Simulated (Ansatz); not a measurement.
# One shape, several levels: quartet SnH2F

We compute a comparison of 6 runs (UHF/def2-TZVPP, U-revPBE/def2-TZVPP, U-wB97M-V/def2-TZVPP, UPBE/def2-TZVPP, UPBE0/def2-TZVPP, UCCSD/def2-TZVPP) of quartet SnH2F. 

The results are computed with Ansatz 0.2.0.

36 further runs of the same task are left out: 36 set aside as unsound or not needed.

**1. The molecule**

The species is SnH2F (4 atoms), meant as a quartet with charge 0. As SMILES of the parent species, `[F][SnH2]`. Geometry: relaxed at PBE0-D4/def2-TZVP. That shape belongs to the parent species and isn't relaxed for this state.

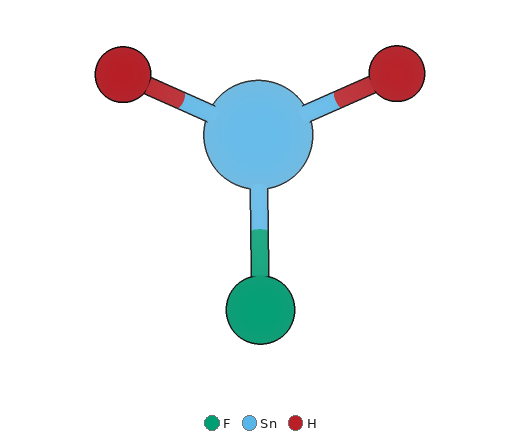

The structure, seen from a chosen angle (fluorine teal, tin blue, hydrogen red).

**2. The energy at UHF/def2-TZVPP (core potential) (run 1)**

The input, run.yaml:

```yaml
crystal:
  periodic: [false, false, false]
  atoms:
    - symbol: F
      position_ang: [-1.552600, -0.190000, 0.640700]
    - symbol: Sn
      position_ang: [0.028300, -0.242200, -0.468300]
    - symbol: H
      position_ang: [1.184100, -1.054400, 0.524100]
    - symbol: H
      position_ang: [0.395700, 1.426200, -0.716700]
basis:
  gaussian: {orbitals: def2-TZVPP}
hamiltonian: {xc: hf}
accuracy: high
output: {orbitals: {seedname: orbitals}}
magnetization: {spin_polarized: true, initial_magnetization: 3}
```

Launch:

```sh
$ ansatz run run.yaml --threads 1 --pin off --max-ram 3480MiB --events-out events.jsonl --progress --plain --runs-dir runs
```

The log of the run:

```text
Warning: RAYON_NUM_THREADS=1 ignored (pool sized by the plan → 1); use --threads N
Functional definition: HF
  name "HF"
  exchange = exact_x
  correlation = 0
1918 factors; integrals over basis functions are off by at most 3.5e-9 eV
mean field evaluation 1: about -8534.8934 eV, gradient 2.1e1 eV
mean field evaluation 2: about -8534.9066 eV, gradient 2.1e1 eV
mean field evaluation 4: about -8537.1928 eV, gradient 3.2e0 eV
mean field evaluation 8: about -8537.5585 eV, gradient 4.4e-1 eV
mean field evaluation 16: about -8537.5990 eV, gradient 2.2e-8 eV
mean field evaluation 32: about -8537.5933 eV, gradient 1.5e-1 eV
mean field evaluation 64: about -8533.7648 eV, gradient 1.8e1 eV
mean field evaluation 96: about -8536.9171 eV, gradient 4.1e0 eV
mean field evaluation 128: about -8536.3419 eV, gradient 5.1e0 eV
mean field evaluation 160: about -8534.6747 eV, gradient 2.1e1 eV
mean field evaluation 192: about -8537.3395 eV, gradient 5.9e-3 eV
mean field evaluation 224: about -8537.1041 eV, gradient 1.6e0 eV
mean field evaluation 256: about -8537.5990 eV, gradient 2.3e-4 eV
mean field evaluation 288: about -8537.2334 eV, gradient 3.1e-1 eV
mean field -8537.59901338 eV, -313.7509767492 hartree, gradient 1.4e-8 eV, S^2 3.803026; 4 other end points of the search recorded, 0 dependent functions left out
reference -8537.59901338 eV, -313.7509767492 hartree; 18, 15 occupied and 91, 94 virtual orbitals, 1918 factors
Total energy: -8537.59901338 eV, -313.7509767492 hartree
```

Wall time 20 s (1 thread of Arm Neoverse V1, shared host); peak memory 0.34 GiB.

**3. A single-point energy at U-revPBE/def2-TZVPP (core potential) (run 2)**

The input, molecule.yaml:

```yaml
crystal:
  periodic: [false, false, false]
  atoms:
    - {symbol: F, position_ang: [-1.552600, -0.190000, 0.640700]}
    - {symbol: Sn, position_ang: [0.028300, -0.242200, -0.468300]}
    - {symbol: H, position_ang: [1.184100, -1.054400, 0.524100]}
    - {symbol: H, position_ang: [0.395700, 1.426200, -0.716700]}
basis:
  gaussian: {orbitals: def2-TZVPP}
accuracy: high
hamiltonian: {xc: {name: revPBE}}
output: {orbitals: {seedname: orbitals}}
magnetization: {spin_polarized: true, initial_magnetization: 3}
```

Launch:

```sh
$ ansatz run molecule.yaml --threads 1 --pin off --max-ram 3480MiB --events-out events.jsonl --progress --plain --runs-dir runs
```

The log of the run:

```text
Warning: RAYON_NUM_THREADS=1 ignored (pool sized by the plan → 1); use --threads N
Functional definition: revPBE
  name "revPBE"
  parameter kappa = 1.245
  parameter beta = 0.06672455060314922
  exchange = pbe_x(kappa = kappa, mu = beta*pi^2/3)
  correlation = pbe_c(beta = beta)
1918 factors; integrals over basis functions are off by at most 3.5e-9 eV
mean field evaluation 1: about -8573.5044 eV, gradient 2.9e1 eV
mean field evaluation 2: about -8488.5609 eV, gradient 1.4e2 eV
mean field evaluation 4: about -8572.3581 eV, gradient 2.7e1 eV
mean field evaluation 8: about -8576.1567 eV, gradient 2.7e-1 eV
mean field evaluation 16: about -8576.1570 eV, gradient 1.0e-3 eV
mean field evaluation 32: about -8575.0311 eV, gradient 7.5e0 eV
mean field evaluation 64: about -8574.6182 eV, gradient 3.1e-1 eV
mean field -8576.15695507 eV, -315.1679549709 hartree, gradient 1.8e-8 eV, S^2 3.755517; 6 other end points of the search recorded, 0 dependent functions left out
reference -8576.15695995 eV, -315.1679551500 hartree; 18, 15 occupied and 91, 94 virtual orbitals, 1918 factors
Total energy: -8576.15695995 eV, -315.1679551500 hartree
```

Wall time 14 s (1 thread of Arm Neoverse V1, shared host); peak memory 0.32 GiB.

Runs 3 to 5 aren't shown in full; the table further down has their settings and results.

**4. The energy at UCCSD/def2-TZVPP (core potential) (run 6)**

The input, in.yaml:

```yaml
basis:
  gaussian: {orbitals: def2-TZVPP}
crystal:
  periodic: [false, false, false]
  atoms:
    - {symbol: F, position_ang: [-1.552600, -0.190000, 0.640700]}
    - {symbol: Sn, position_ang: [0.028300, -0.242200, -0.468300]}
    - {symbol: H, position_ang: [1.184100, -1.054400, 0.524100]}
    - {symbol: H, position_ang: [0.395700, 1.426200, -0.716700]}
magnetization: {spin_polarized: true, initial_magnetization: 3}
correlation: {method: ccsd, frozen_orbitals: {F: 1, H: 0, Sn: 4}}
accuracy: high
scf: {omitted_lower_state_checks: [cluster_reference, increment]}
```

Launch:

```sh
$ ansatz run in.yaml --threads 1 --pin off --max-ram 3480MiB --events-out events.jsonl --progress --plain --runs-dir runs
```

The log of the run:

```text
Warning: RAYON_NUM_THREADS=1 ignored (pool sized by the plan → 1); use --threads N
[... 16 lines left out ...]
5 core orbitals not correlated: weight in the atoms' cores, before any rotation towards them, 1.000 or more for the frozen orbitals, at most 0.000 for the correlated occupied ones
[... 39 lines left out ...]
Total energy: -8552.94264622 eV, -314.3148448557 hartree
Checks for a lower state left out: cluster_reference, increment
```

It took 2.7 min on 1 thread of Arm Neoverse V1, shared host; peak memory 1.9 GiB.

**5. Overview of the runs**

| run | level | frozen core orbitals | energy (Eh) | HOMO energy (eV) | ⟨S²⟩ | wall time |
| --- | --- | --- | --- | --- | --- | --- |
| 1 | UHF/def2-TZVPP (core potential) | – | -313.750977 | -4.90 | 3.803 | 20 s |
| 2 | U-revPBE/def2-TZVPP (core potential) | – | -315.167955 | -2.40 | 3.756 | 14 s |
| 3 | U-wB97M-V/def2-TZVPP (core potential) | – | -315.047357 | -4.83 | 3.765 | 2.2 min |
| 4 | UPBE/def2-TZVPP (core potential) | – | -315.054029 | -2.45 | 3.756 | 14 s |
| 5 | UPBE0/def2-TZVPP (core potential) | – | -315.048964 | -3.18 | 3.763 | 17 s |
| 6 | UCCSD/def2-TZVPP (core potential) | 5 | -314.314845 | – | 3.803 | 2.7 min |

**6. Outcome**

| quantity | value |
| --- | --- |
| run 6: total energy | -314.31484 Eh |
| run 6: correlation energy (5 core orbitals frozen) | -563.9 mEh |
| run 6: ⟨S²⟩ of the reference determinant | 3.803 |
| run 6: T1 diagnostic | 0.039 |

What this shows: Totals of different functionals can't be ranked against each other. All runs together took 5.9 min, the longest 2.7 min.
